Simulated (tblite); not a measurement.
Run report: C4H12GeN2, geometry relaxation (part 2 of 2)

C4H12GeN2; GFN2-xTB geometry optimisation, gas phase (tblite 0.8.0). It belongs to a series of runs on one base structure; here: H on Ge replaced by CH=NMe.

### Trajectory as extended XYZ, continued
```
19
Properties=species:S:1:pos:R:3:forces:R:3 step=88 energy=-609.75600
C     3.4530    0.5067   -0.3244   -0.0050  -0.0060   0.0080
N     2.4545    0.6340   -1.3298    0.0010  -0.0420   0.0160
C     1.2507    0.4051   -1.0856   -0.0150   0.0490   0.0070
Ge    0.3201   -0.1464    0.5916   -0.0180   0.0920   0.0520
N    -1.4330   -0.1234    0.0851    0.0190  -0.0220   0.0040
C    -2.4021   -1.0327    0.6524    0.0200   0.0170  -0.0370
C    -2.0289    1.1279   -0.3245   -0.0250  -0.0440  -0.0180
H     3.9114    1.4843   -0.1664    0.0030  -0.0210  -0.0170
H     3.0527    0.1245    0.6282   -0.0030   0.0120  -0.0140
H     4.2237   -0.1696   -0.6974   -0.0080   0.0280   0.0100
H     0.5656    0.5094   -1.9240    0.0240   0.0170  -0.0370
H     0.6187    0.7594    1.7965    0.0200  -0.0500  -0.0090
H     0.5443   -1.5675    1.0353    0.0350  -0.0580   0.0310
H    -1.8944   -1.9272    1.0063    0.0330  -0.0110   0.0400
H    -2.9593   -0.5882    1.4865    0.0160  -0.0070   0.0070
H    -3.1186   -1.3332   -0.1163   -0.0830   0.0350  -0.0250
H    -2.5281    1.6426    0.5063    0.0330   0.0260   0.0360
H    -1.2608    1.7874   -0.7294   -0.0110  -0.0090   0.0090
H    -2.7793    0.9466   -1.0978   -0.0390  -0.0050  -0.0630
19
Properties=species:S:1:pos:R:3:forces:R:3 step=101 energy=-609.76396
C     3.4690    0.5119   -0.3089    0.0000   0.0050  -0.0030
N     2.4691    0.6412   -1.3108   -0.0050   0.0050  -0.0220
C     1.2597    0.4384   -1.0732    0.0010   0.0130   0.0070
Ge    0.3110   -0.1416    0.5840    0.0060  -0.0410   0.0030
N    -1.4413   -0.1357    0.0520    0.0050   0.0100   0.0080
C    -2.4037   -1.0222    0.6655   -0.0030   0.0070  -0.0040
C    -2.0535    1.1109   -0.3531    0.0110  -0.0060   0.0030
H     3.9686    1.4754   -0.2022    0.0080   0.0020   0.0180
H     3.0691    0.1851    0.6630   -0.0230  -0.0020  -0.0090
H     4.2084   -0.2064   -0.6646    0.0060  -0.0060   0.0120
H     0.5909    0.5491   -1.9240   -0.0140   0.0100  -0.0070
H     0.6129    0.6811    1.8443   -0.0120   0.0140  -0.0040
H     0.5631   -1.5828    0.9668   -0.0100   0.0080  -0.0040
H    -1.9060   -1.9357    0.9867    0.0140   0.0090  -0.0050
H    -2.8988   -0.5683    1.5333    0.0020  -0.0110   0.0170
H    -3.1749   -1.2833   -0.0653   -0.0180   0.0000   0.0090
H    -2.5033    1.6490    0.4931    0.0180  -0.0080  -0.0120
H    -1.3051    1.7584   -0.8107   -0.0070  -0.0150  -0.0050
H    -2.8451    0.9151   -1.0834    0.0200   0.0050   0.0000
19
Properties=species:S:1:pos:R:3:forces:R:3 step=114 energy=-609.76711
C     3.4556    0.5146   -0.2887    0.0020   0.0010   0.0050
N     2.4781    0.6529   -1.3123   -0.0130   0.0100   0.0100
C     1.2652    0.4476   -1.0928    0.0090   0.0020  -0.0020
Ge    0.3101   -0.1512    0.5558    0.0050   0.0050  -0.0020
N    -1.4444   -0.1480    0.0313    0.0010  -0.0090   0.0040
C    -2.3960   -1.0183    0.6834   -0.0050  -0.0110   0.0050
C    -2.0491    1.1032   -0.3681    0.0030  -0.0020   0.0020
H     3.9643    1.4721   -0.1678   -0.0110  -0.0040   0.0030
H     3.0232    0.1939    0.6717    0.0120  -0.0060  -0.0060
H     4.1972   -0.2131   -0.6210   -0.0140   0.0010  -0.0030
H     0.6052    0.5672   -1.9495    0.0010  -0.0020   0.0010
H     0.5922    0.6768    1.8175    0.0020  -0.0050  -0.0010
H     0.5645   -1.5909    0.9359    0.0070  -0.0050   0.0030
H    -1.9029   -1.9518    0.9515   -0.0050   0.0080   0.0030
H    -2.8255   -0.5763    1.5922    0.0100   0.0050  -0.0080
H    -3.2176   -1.2415   -0.0036   -0.0020   0.0010   0.0030
H    -2.4540    1.6633    0.4856   -0.0040   0.0010   0.0010
H    -1.3055    1.7275   -0.8637   -0.0050   0.0010  -0.0110
H    -2.8705    0.9116   -1.0650    0.0080   0.0070  -0.0050
19
Properties=species:S:1:pos:R:3:forces:R:3 step=126 energy=-609.76765
C     3.4504    0.5182   -0.2862    0.0070   0.0120  -0.0030
N     2.4718    0.6746   -1.3055    0.0000  -0.0010  -0.0060
C     1.2604    0.4594   -1.0888    0.0030   0.0010  -0.0050
Ge    0.3119   -0.1599    0.5543   -0.0080  -0.0040  -0.0010
N    -1.4429   -0.1569    0.0266   -0.0010   0.0050   0.0010
C    -2.3980   -1.0145    0.6907    0.0050  -0.0080  -0.0030
C    -2.0423    1.0955   -0.3785   -0.0070   0.0030  -0.0010
H     3.9702    1.4681   -0.1579   -0.0030   0.0100   0.0010
H     3.0190    0.1927    0.6722    0.0020  -0.0150   0.0090
H     4.1809   -0.2146   -0.6299    0.0090  -0.0090   0.0020
H     0.6007    0.5858   -1.9443   -0.0090   0.0060   0.0010
H     0.5955    0.6590    1.8219   -0.0050  -0.0030  -0.0020
H     0.5747   -1.6011    0.9261   -0.0050   0.0020  -0.0040
H    -1.9103   -1.9491    0.9631    0.0020  -0.0040   0.0140
H    -2.8176   -0.5605    1.5979    0.0010  -0.0010  -0.0020
H    -3.2252   -1.2385    0.0109   -0.0010   0.0110   0.0000
H    -2.4459    1.6596    0.4730    0.0040   0.0080   0.0010
H    -1.2983    1.7156   -0.8785    0.0010  -0.0010   0.0030
H    -2.8650    0.9063   -1.0746    0.0050  -0.0110  -0.0050
19
Properties=species:S:1:pos:R:3:forces:R:3 step=139 energy=-609.76813
C     3.4537    0.5179   -0.2895   -0.0040  -0.0060  -0.0010
N     2.4689    0.6864   -1.3010   -0.0010   0.0010   0.0000
C     1.2581    0.4708   -1.0817   -0.0010  -0.0030   0.0020
Ge    0.3115   -0.1667    0.5567    0.0010   0.0040  -0.0040
N    -1.4423   -0.1608    0.0305   -0.0020  -0.0010   0.0010
C    -2.4009   -1.0106    0.6996   -0.0030   0.0020   0.0000
C    -2.0384    1.0884   -0.3890   -0.0010   0.0000   0.0010
H     3.9632    1.4711   -0.1448    0.0010   0.0030   0.0080
H     3.0310    0.1671    0.6646   -0.0020   0.0010  -0.0050
H     4.1902   -0.2004   -0.6513    0.0050   0.0010   0.0000
H     0.5940    0.6123   -1.9318    0.0040  -0.0030   0.0010
H     0.5895    0.6452    1.8293    0.0070  -0.0020   0.0040
H     0.5719   -1.6100    0.9209    0.0000  -0.0010  -0.0030
H    -1.9200   -1.9480    0.9756    0.0060   0.0050   0.0020
H    -2.8162   -0.5508    1.6060    0.0030   0.0030   0.0000
H    -3.2311   -1.2291    0.0220   -0.0030  -0.0030  -0.0010
H    -2.4468    1.6611    0.4543   -0.0050   0.0000   0.0050
H    -1.2905    1.7043   -0.8882   -0.0020  -0.0020  -0.0040
H    -2.8554    0.8915   -1.0894   -0.0030   0.0030  -0.0050
```

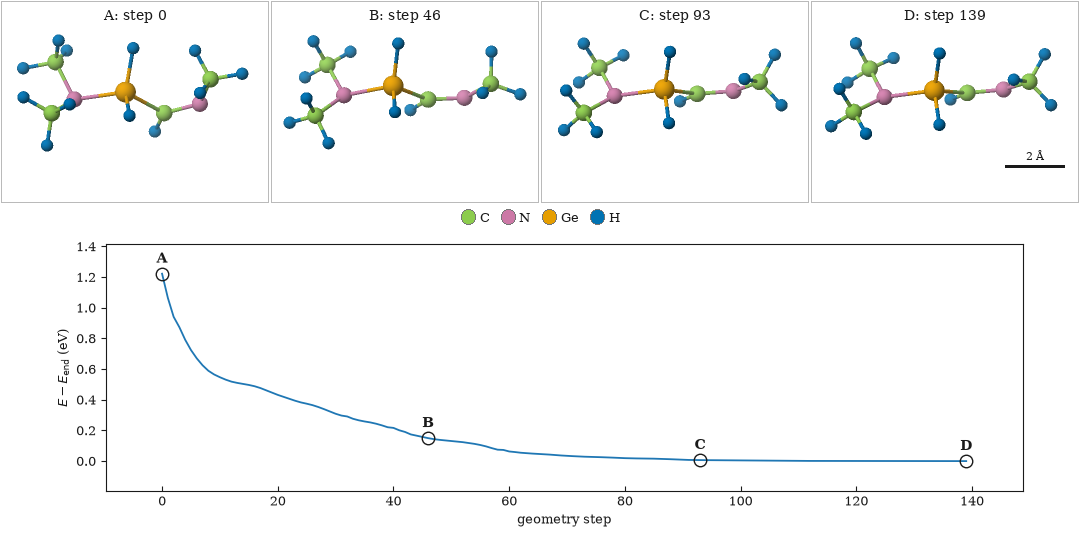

Frames of the relaxation (ball-and-stick view, seen at a tilt) above the curves, on which the letters mark them (steps are counted from 0).

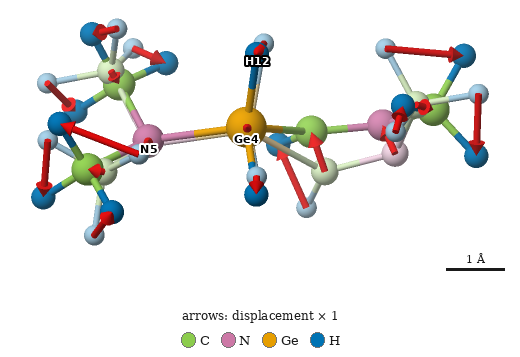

Start (faint) and end (solid) with the displacements as red arrows, at true length (ball-and-stick view, seen at a tilt). The two geometries are laid on each other by the best rigid fit. The largest move after the best rigid fit is that of H15, 1.47 Å. By element the largest moves are H 1.47 Å, C 0.73 Å, N 0.59 Å, Ge 0.56 Å. Among the contacts that change: C3–Ge4 1.922 → 1.997 Å, Ge4–H13 1.574 → 1.511 Å, C1–N2 1.462 → 1.422 Å, C7–H19 1.121 → 1.094 Å. Among the angles that change: N2–C3–Ge4 117.1° → 131.2°, Ge4–N5–C6 108.2° → 120.0°, C3–Ge4–N5 114.3° → 102.5°. After 139 geometry steps the energy has fallen by 1.222 eV. The largest force component goes from 1.3 to 0.008 eV/Å. (Atoms are counted from 1 in the order of the input.)

The run was set up as follows.

### The input
```
{"job": {"kind": "relax", "xc": "GFN2-xTB", "basis": "xTB"}, "charge": 0, "multiplicity": 1}
C      3.192400     0.442300     0.074500
N      2.710500     0.112400    -1.265700
C      1.479500    -0.126700    -1.474800
Ge     0.292300     0.012600     0.030700
N     -1.492400    -0.052500    -0.405600
C     -2.153400    -0.958900     0.519100
C     -2.158900     1.243800    -0.193000
H      2.670000     1.345800     0.441000
H      2.926400    -0.373400     0.790500
H      4.272000     0.619000     0.108200
H      1.076200    -0.380000    -2.459400
H      0.586900     1.311100     0.786400
H      0.554200    -1.253900     0.927300
H     -2.323800    -1.957700     0.070900
H     -1.457900    -1.014700     1.395700
H     -3.093200    -0.541500     0.941300
H     -1.965200     1.584500     0.860000
H     -1.864400     1.985800    -0.928600
H     -3.261200     1.041600    -0.225900
```

The first line tells a small driver script what to run in tblite; the rest is the geometry in Å.

Launched with:
```bash
OMP_NUM_THREADS=1 python <driver script> task.json out
```

### Summary

- outcome: converged
- total energy: −609.7681 eV
- hardware: 1 CPU thread, shared host
- wall time: 1 s
- peak memory: 0.18 GiB
